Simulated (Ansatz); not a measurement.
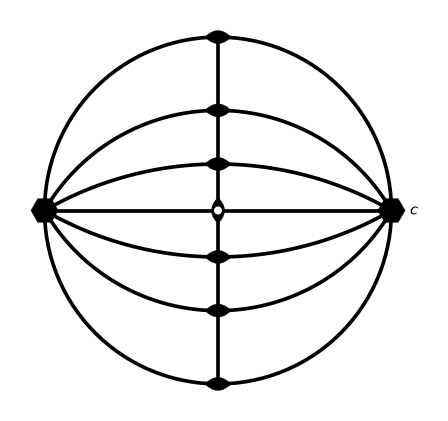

Stereographic projection: heavy lines are mirror planes (a heavy rim: a mirror in the plane of the page); lens, triangle, square and hexagon are 2-, 3-, 4- and 6-fold axes, a lens in an open square is −4, a triangle in an open hexagon −6; thin dashed diameters join the ends of axes that lie in the page; a small open circle marks inversion. The a axis points at the viewer. Computed from the symmetry operations of a computed or model structure of composition Lu, which need not be its known form.

**Name the crystal class.**

6/mmm (D6h), order 24, hexagonal system: one sixfold axis, six twofold axes, seven mirror planes, an inversion centre.

**Can such a crystal be piezoelectric, pyroelectric or chiral?**

It is centrosymmetric, so neither piezoelectric nor pyroelectric; it is not chiral.
